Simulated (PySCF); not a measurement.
## NMR shielding calculation, with input and output: C4H10OSSi

- system: C4H10OSSi
- method: GIAO PBE0/pcSseg-1 NMR shielding, non-relativistic, gas phase (PySCF 2.14.0)

The geometry comes from this level: GFN2-xTB. It belongs to a series of runs on one base structure; here: H on O replaced by C2H5. Figures and captions count atoms from 1; the log counts them from 0 in places.

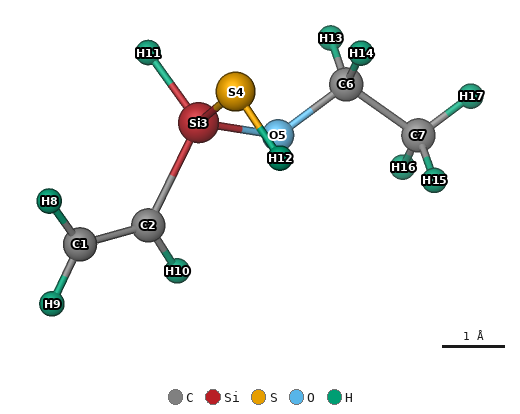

*The structure as given in the input (ball-and-stick view, seen at a tilt; atoms are numbered from 1 in the order of the input).*

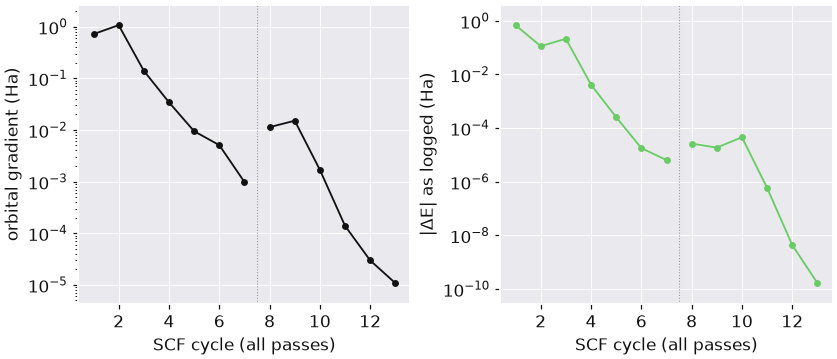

*Convergence of the self-consistent field: orbital gradient and size of the energy change against the SCF cycle. The dotted line marks the change from a coarse to the final integration grid.*

The first 7 cycles use a coarse grid, the final grid takes over at cycle 8, and the field converges after 13 cycles in all.

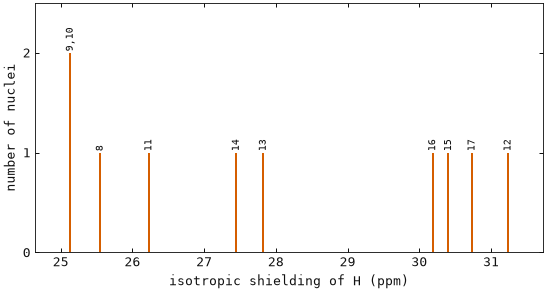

*Isotropic shieldings of the hydrogen nuclei in this fixed geometry, labelled by atom number; shielding grows to the right, so chemical shift grows to the left.*

The least shielded is H9 (25.1 ppm), the most shielded H12 (31.2 ppm).

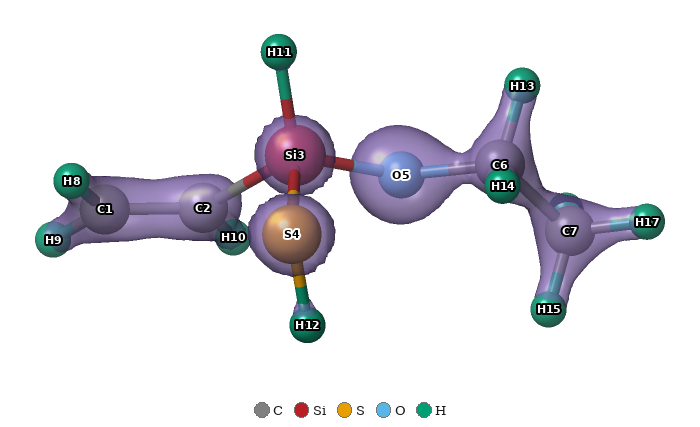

*Isosurface of the total electron density at 1.5 e/Å³ (purple), seen from the side.*

At this value the surface falls into six separate pieces. It is pinched off along the Si–O (1.62 Å) and C–Si (1.87 Å) contacts. On the grid the lowest density along these lines, outside the cores, is 2.3 e/Å³ (C–C, 1.32 Å), 1.7 e/Å³ (C–O, 1.40 Å), 1 e/Å³ (Si–O, 1.62 Å) and 0.83 e/Å³ (C–Si, 1.87 Å).

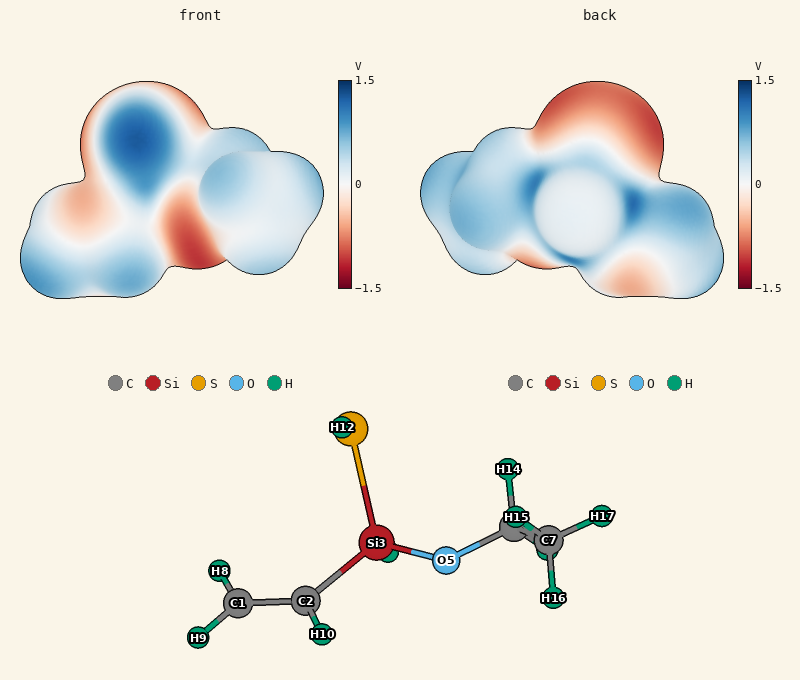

*The molecular electrostatic potential painted on the density surface at 0.002 e/bohr³, seen at a tilt and from behind; the colour scale runs from red (negative) to blue (positive). The bare structure is drawn below in the same view.*

Its dipole moment is 1.37 D.

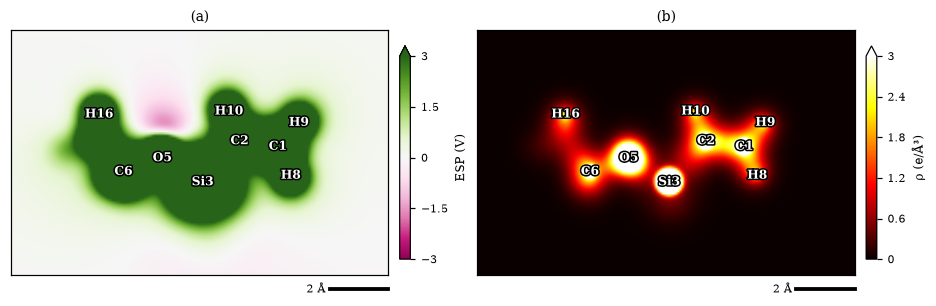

*(a) electrostatic potential; (b) total electron density on the plane of atoms C2, Si3 and O5.*

The plane passes through C, Si, O and H nuclei. C–O (1.40 Å): ρ is about 2 e/Å³ halfway, with its minimum of 1.7 e/Å³ about 0.5 Å from C. Si–O (1.62 Å): ρ is about 1.2 e/Å³ halfway. C–H (1.08 Å): ρ at the midpoint is about 2 e/Å³.

The input that produced these results follows, with the program's output.

### Input
```
{"job": {"kind": "nmr", "xc": "PBE0", "basis": "pcSseg-1"}, "charge": 0, "multiplicity": 1}
C     -3.395738    -0.440200     0.363016
C     -2.096509    -0.681992     0.308183
Si    -0.827773     0.564015    -0.282669
S     -0.790860     2.353329     0.942852
O      0.554465    -0.255643    -0.112646
C      1.883287     0.187126    -0.215868
C      2.789559    -0.742536     0.574678
H     -3.805930     0.514063     0.075332
H     -4.108932    -1.176549     0.700157
H     -1.729610    -1.655348     0.607906
H     -1.040957     1.125973    -1.610210
H     -0.594269     1.727430     2.094358
H      2.167630     0.191392    -1.274363
H      1.961069     1.212717     0.163806
H      2.514881    -0.726119     1.626198
H      2.689182    -1.759873     0.205933
H      3.823508    -0.425756     0.472890
```

The first line tells a small driver script what to run in PySCF; the rest is the geometry in Å.

Run as:
```bash
OMP_NUM_THREADS=1 python <driver script> task.json out
```

### The program's output
```
coarse grid: 14880 points
cycle   1  E = -920.6446274805  dE =  6.868e-01  |g| = 7.166e-01  |ddm| = 3.626e+00
cycle   2  E = -920.5315261163  dE =  1.131e-01  |g| = 1.067e+00  |ddm| = 1.502e+00
cycle   3  E = -920.7445202317  dE = -2.130e-01  |g| = 1.396e-01  |ddm| = 1.035e+00
cycle   4  E = -920.7486532491  dE = -4.133e-03  |g| = 3.428e-02  |ddm| = 1.564e-01
cycle   5  E = -920.7489074858  dE = -2.542e-04  |g| = 9.434e-03  |ddm| = 3.597e-02
cycle   6  E = -920.7489252977  dE = -1.781e-05  |g| = 5.083e-03  |ddm| = 1.235e-02
cycle   7  E = -920.7489316925  dE = -6.395e-06  |g| = 9.823e-04  |ddm| = 4.120e-03
final grid: 133432 points
cycle   8  E = -920.8032324093  dE = -2.628e-05  |g| = 1.132e-02  |ddm| = 2.509e-02
cycle   9  E = -920.8032138099  dE =  1.860e-05  |g| = 1.510e-02  |ddm| = 1.888e-02
cycle  10  E = -920.8032591820  dE = -4.537e-05  |g| = 1.683e-03  |ddm| = 1.094e-02
cycle  11  E = -920.8032597645  dE = -5.825e-07  |g| = 1.389e-04  |ddm| = 1.542e-03
cycle  12  E = -920.8032597689  dE = -4.315e-09  |g| = 2.974e-05  |ddm| = 1.654e-04
cycle  13  E = -920.8032597690  dE = -1.642e-10  |g| = 1.083e-05  |ddm| = 3.740e-05
converged SCF energy = -920.8032597690

GIAO shielding tensors (ppm)
atom      isotropic    diamagn.    paramagn.     s11        s22        s33       span
  0 C       40.773     252.832    -212.059    -90.061     40.478    171.902    261.962
  1 C       40.867     263.042    -222.175    -76.461     40.489    158.573    235.035
  2 Si     364.749     882.697    -517.948    304.812    349.850    439.586    134.774
  3 S      693.855    1059.490    -365.636    589.703    640.050    851.810    262.107
  4 O      273.115     402.868    -129.753    237.416    280.735    301.194     63.778
  5 C      125.839     243.087    -117.247     95.512    114.221    167.784     72.272
  6 C      166.611     246.800     -80.188    149.148    164.635    186.050     36.902
  7 H       25.549      30.443      -4.893     21.057     24.969     30.621      9.564
  8 H       25.127      28.169      -3.042     21.796     24.754     28.831      7.034
  9 H       25.135      33.867      -8.732     21.909     24.663     28.834      6.924
 10 H       26.227      30.812      -4.585     22.794     24.183     31.704      8.910
 11 H       31.236      32.891      -1.656     24.603     27.519     41.585     16.982
 12 H       27.823      29.894      -2.070     22.512     27.537     33.421     10.908
 13 H       27.447      30.901      -3.454     21.765     29.817     30.759      8.995
 14 H       30.406      30.249       0.157     26.533     29.447     35.237      8.705
 15 H       30.185      29.538       0.647     26.437     28.343     35.775      9.338
 16 H       30.734      27.147       3.587     26.695     27.637     37.869     11.174
```

### Key numbers

```json
{"quantity": "outcome", "value": "converged"}
{"quantity": "total energy", "value": "−920.803260 hartree"}
{"quantity": "HOMO", "value": "−7.33 eV"}
{"quantity": "LUMO", "value": "−0.62 eV"}
{"quantity": "dipole moment", "value": "1.37 D"}
{"quantity": "isotropic shielding, C", "value": "40.8 to 166.6 ppm"}
{"quantity": "isotropic shielding, Si", "value": "364.7 ppm"}
{"quantity": "isotropic shielding, S", "value": "693.9 ppm"}
{"quantity": "isotropic shielding, O", "value": "273.1 ppm"}
{"quantity": "isotropic shielding, H", "value": "25.1 to 31.2 ppm"}
{"quantity": "hardware", "value": "1 CPU thread, shared host"}
{"quantity": "wall time", "value": "2.9 min (CPU time 93 s; the host was busy)"}
{"quantity": "peak memory", "value": "0.88 GiB"}
```
